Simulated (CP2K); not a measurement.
Band structure of NaF (Fm-3m, 2 atoms in the cell).

```
NaF
1.0
    3.20656     0.00000     0.00000
    1.60328     2.77696     0.00000
    1.60328     0.92565     2.61814
Na F
1 1
Cartesian
  0.00000   0.00000   0.00000
  3.20656   1.85131   1.30907
```

Method: CP2K with PBE, GPW, DZVP-MOLOPT-PBE-GTH basis, GTH-PBE potentials (POTENTIAL_UZH).

Settings: CUTOFF = 1000 Ry; REL_CUTOFF = 50 Ry; KPOINTS/SCHEME = MONKHORST-PACK 10 10 10; GAMMA_CENTERED = T; XC_FUNCTIONAL = PBE; Na/BASIS_SET = DZVP-MOLOPT-PBE-GTH-q9; Na/POTENTIAL = GTH-PBE-q9; F/BASIS_SET = DZVP-MOLOPT-PBE-GTH-q7; F/POTENTIAL = GTH-PBE-q7; METHOD = GPW; EPS_DEFAULT = 1e-10; EXTRAPOLATION = USE_GUESS; NGRIDS = 5; SCF_GUESS = ATOMIC.

The starting cell comes from a database of computed structures (which also holds hypothetical and non-ambient phases and stackings), without a prior relaxation at this level. Its lattice was rescaled by a random factor within 2.5 % of one. Values carry the incompleteness of an atom-centred basis.

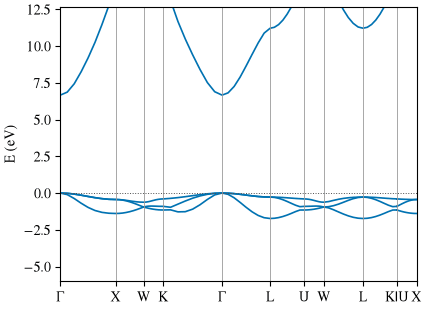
*Bands along the path, energies from the top of the valence band on the SCF mesh.*

Read off roughly the gap and where its edges lie.

The gap along the path is about 6.7 eV (computed: 6.66 eV), direct at Γ to within 0.01 eV.

Levels in eV from the top of the valence band on the SCF mesh, bands 5 to 9:
```
point       5      6      7      8      9
-----  ------  -----  -----  -----  -----
Γ      -18.86   0.00   0.00   0.00   6.66
X      -18.92  -1.39  -0.44  -0.44  13.75
W      -18.39  -0.95  -0.95  -0.62  14.72
K      -18.41  -1.15  -0.91  -0.40  14.09
L      -18.04  -1.73  -0.27  -0.27  11.22
U      -18.41  -1.15  -0.91  -0.40  14.09
```

Higher empty bands are left out: an atom-centred basis made for the valence describes them poorly.
